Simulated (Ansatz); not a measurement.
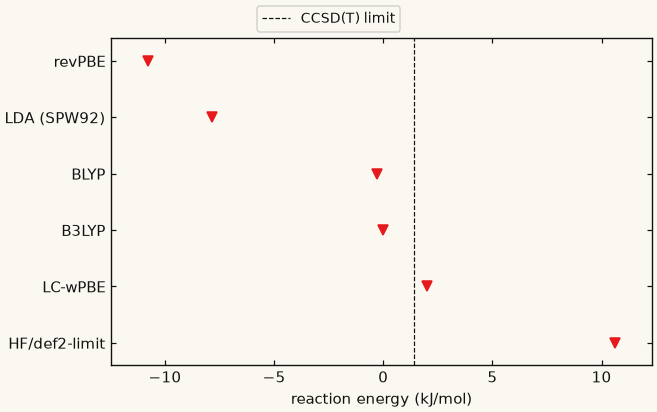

Electronic reaction energy of GeSiNH₅O ([NH2][Ge][O][SiH3]) [singlet] + H₂S (S) → GeNH₃S ([NH2][Ge][SH]) [singlet] + SiH₄O (O[SiH3]) (SMILES in brackets) at several levels (functionals in def2-TZVPP unless a basis is named), isolated molecules at PBE0-D4 triple-zeta geometries, minima by their frequencies, no zero-point or thermal terms, the Ansatz code. The line is frozen-core CCSD(T) at the basis limit (MP2 extrapolated from triple and quadruple zeta, plus CCSD(T) less MP2 in a smaller set). The limit lies 4.4 kJ/mol from CCSD(T)/def2-TZVPP, so the line itself is uncertain by a part of that.

Question: What do zero-point energy and temperature add?

Answer: Zero-point change 9.3 kJ/mol; at 298.15 K and 1 bar the CCSD(T) limit plus thermal terms gives an enthalpy of reaction of 8.2 and a free energy of 7.7 kJ/mol (harmonic PBE0-D4 modes, ideal gas).

Question: Which level comes closest to the line (CCSD(T) limit), and which misses most?

Answer: Closest LC-wPBE (2.0 kJ/mol), against 1.4 kJ/mol; farthest revPBE (−10.8 kJ/mol).

Note: no scalar relativity up to krypton; outer-core shells are correlated without core-valence functions, which makes the correlated values less sure; one conformer of each flexible molecule.
